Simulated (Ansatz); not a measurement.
The figure comes from a scan of InSb (zinc blende): one Sb atom of a 2-atom cell moves by s along Cartesian z, with its periodic images. Computed with PBEsol (plane waves to 420 eV, PAW, scalar-relativistic; Ansatz, a quantum-chemistry and plane-wave program). k mesh 10×10×10 (Γ-centred), Fermi-Dirac smearing 0.05 eV. Energies are smeared free energies. With partly filled bands, energies and forces of such displacements shift with the k mesh and the smearing. At this level the bands of InSb touch or barely overlap; measurements give the solid a gap. InSb was relaxed with its symmetry unable to fall. Spin-orbit coupling is left out, though Sb is heavy. The zero of ΔE is the undisplaced structure.

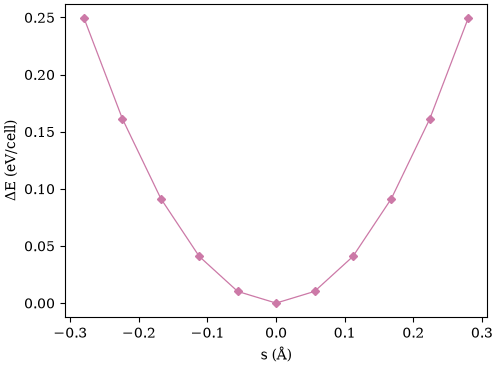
Figure: ΔE (eV/cell) against s (Å); one marker a computed point.

### Question
Read the plotted values off the figure, to the accuracy that the plot allows.

### Answer
To the nearest 0.005:

| s (Å) | ΔE (eV/cell) |
|---|---|
| -0.280 | 0.250 |
| -0.224 | 0.160 |
| -0.168 | 0.090 |
| -0.112 | 0.040 |
| -0.056 | 0.010 |
| 0.000 | 0.000 |
| 0.056 | 0.010 |
| 0.112 | 0.040 |
| 0.168 | 0.090 |
| 0.224 | 0.160 |
| 0.280 | 0.250 |

(A displaced cell: forces are minus the slopes of the energy, force constants its curvatures, and phonons follow from these.)
